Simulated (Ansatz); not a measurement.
```yaml
atoms:
  - { symbol: Cl, position_ang: [-0.0874, -0.2236, -2.3601] }
  - { symbol: H, position_ang: [-0.0413, -0.1027, -1.0803] }
  - { symbol: C, position_ang: [0.0360, 0.0933, 0.9865] }
  - { symbol: O, position_ang: [0.0796, 0.1996, 2.1016] }
```

Geometry: rigid move from PBE0-D4/def2-TZVP.

The calculation used RKS PBE0-D4/def2-TZVPPD in Ansatz 0.2.0.

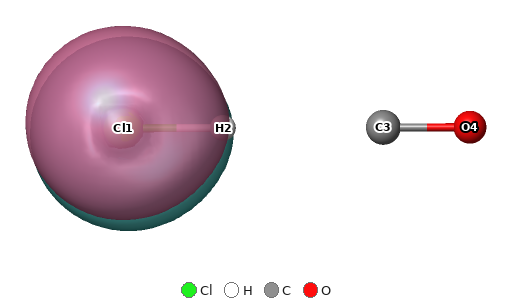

HCl···CO. The HOMO at ±0.1 Å⁻³ᐟ² (teal and pink are the two phases), seen from one side.

**Where does this orbital lie, and at what energy?**

Its weight (Hirshfeld) is mainly on Cl1 (about 95 %); largely a lone pair of Cl1. It is one of a degenerate set, so its orientation is arbitrary. Its energy is −9.13 eV.
